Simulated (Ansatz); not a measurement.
# PN (phosphorus nitride) at r2SCAN/STO-3G

What is the energy change on altering one bond length of PN (phosphorus nitride) at r2SCAN/STO-3G? 

The results are computed with Ansatz 0.2.0.

46 further runs of the same task are left out: 12 that didn't finish, 34 set aside as unsound or not needed.

## 1. The molecule

PN: 2 atoms, total charge 0, spin state singlet. As SMILES, `N#P`. Geometry: the measured bond length.

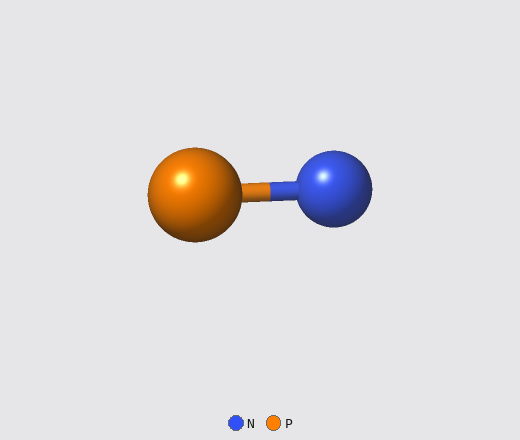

Viewed from a chosen angle; nitrogen blue, phosphorus orange.

## 2. The energy at r2SCAN/STO-3G

in.yaml

```yaml
crystal:
  periodic: [false, false, false]
  atoms:
    - {symbol: "N", position_ang: [0.000000, 0.000000, 0.000000]}
    - {symbol: P, position_ang: [0.000000, 0.000000, 1.490866]}
basis:
  gaussian: {orbitals: STO-3G}
hamiltonian: {xc: r2scan}
accuracy: high
```

The run is started by

```sh
$ ansatz run in.yaml --threads 1 --pin off --max-ram 2610MiB --events-out events.jsonl --progress --plain --runs-dir runs
```

Standard output:

```text
Warning: RAYON_NUM_THREADS=1 ignored (pool sized by the plan → 1); use --threads N
Functional definition: r2SCAN
  name "r2SCAN"
  parameter k0 = 0.174
  parameter k1 = 0.065
  parameter a1 = 4.9479
  exchange = r2scan_x(k0 = k0, k1 = k1, a1 = a1)
  correlation = r2scan_c
224 factors; integrals over basis functions are off by at most 8.7e-9 eV
mean field evaluation 1: about -10643.2646 eV, gradient 5.1e1 eV
mean field evaluation 2: about -10597.6804 eV, gradient 9.9e1 eV
mean field evaluation 4: about -10648.7651 eV, gradient 3.2e1 eV
mean field evaluation 8: about -10651.6287 eV, gradient 1.3e-1 eV
mean field evaluation 16: about -10651.6288 eV, gradient 1.7e-6 eV
mean field -10651.62877179 eV, -391.4401374299 hartree, gradient 1.3e-8 eV, S^2 0.000000; 0 other end points of the search recorded, 0 dependent functions left out
reference -10651.62877199 eV, -391.4401374374 hartree; 11, 11 occupied and 3, 3 virtual orbitals, 224 factors
Total energy: -10651.62877199 eV, -391.4401374374 hartree
```

It took 0.72 s on 1 thread of Intel Xeon 6975P-C (Granite Rapids), shared host; peak memory 0.12 GiB.

## 3. The distorted shape at the same level

job.yaml

```yaml
crystal:
  periodic: [false, false, false]
  atoms:
    - {symbol: N, position_ang: [0.000000, 0.000000, -0.372734]}
    - {symbol: P, position_ang: [0.000000, 0.000000, 1.490866]}
basis:
  gaussian:
    orbitals: STO-3G
accuracy: high
hamiltonian:
  xc: {name: r2SCAN}
```

The run is started by

```sh
$ ansatz run job.yaml --threads 1 --pin off --max-ram 2610MiB --events-out events.jsonl --progress --plain --runs-dir runs
```

Standard output:

```text
Warning: RAYON_NUM_THREADS=1 ignored (pool sized by the plan → 1); use --threads N
Functional definition: r2SCAN
  name "r2SCAN"
  parameter k0 = 0.174
  parameter k1 = 0.065
  parameter a1 = 4.9479
  exchange = r2scan_x(k0 = k0, k1 = k1, a1 = a1)
  correlation = r2scan_c
224 factors; integrals over basis functions are off by at most 1.1e-8 eV
mean field evaluation 1: about -10630.4019 eV, gradient 7.2e1 eV
mean field evaluation 2: about -10560.7947 eV, gradient 7.2e1 eV
mean field evaluation 4: about -10593.7949 eV, gradient 8.0e1 eV
mean field evaluation 8: about -10649.2346 eV, gradient 1.5e-1 eV
mean field -10649.23468558 eV, -391.3521563844 hartree, gradient 1.2e-8 eV, S^2 0.000000; 0 other end points of the search recorded, 0 dependent functions left out
reference -10649.23468578 eV, -391.3521563920 hartree; 11, 11 occupied and 3, 3 virtual orbitals, 224 factors
Total energy: -10649.23468578 eV, -391.3521563920 hartree
```

Wall time 0.7 s (1 thread of Intel Xeon 6975P-C (Granite Rapids), shared host); peak memory 0.12 GiB.

## 4. What came out

At r2SCAN/STO-3G:

```
                                                         quantity          value
                                        first shape: total energy  -391.44014 Eh
                                    distorted shape: total energy  -391.35216 Eh
energy change with the N1–P2 bond stretched from 1.491 to 1.864 Å       2.394 eV
```

What this shows: With the N1–P2 bond stretched from 1.491 to 1.864 Å the energy rises by 2.39 eV (55 kcal/mol). The first shape isn't relaxed at this level, so the change isn't measured from a minimum. The minimal basis adds a large error of its own.
